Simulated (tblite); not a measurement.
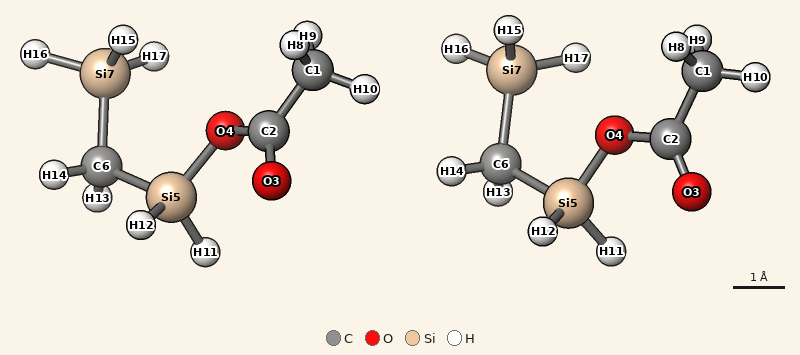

Two geometries of C3H10O2Si2, drawn at one scale. One is the start of a relaxation, the other its converged end. A ball-and-stick model, seen from a free direction.

Theory: GFN2-xTB geometry optimisation, gas phase (tblite 0.8.0). 

Q: Which of the two is the end point?

A: The right one is the relaxed one. Over 93 geometry steps the energy falls by 57.9 kJ/mol. The largest move after the best rigid fit is that of O3, 0.74 Å. By element the largest moves are O 0.74 Å, H 0.65 Å, C 0.26 Å, Si 0.20 Å. Some distances before and after: O4–Si5 1.739 → 1.668 Å, C2–O3 1.268 → 1.202 Å, C2–O4 1.389 → 1.325 Å, C6–Si7 1.866 → 1.905 Å. Bond angles that change, for instance: O4–Si5–C6 109.5° → 100.8°, C6–Si5–H11 106.6° → 113.5°, C6–Si5–H12 108.0° → 113.7°. Groups turn about C1–C2 by about 30°, O4–Si5 by about 25°. The run took 0.95 s on 1 thread of Intel(R) Xeon(R) Platinum 8488C, on a shared host.
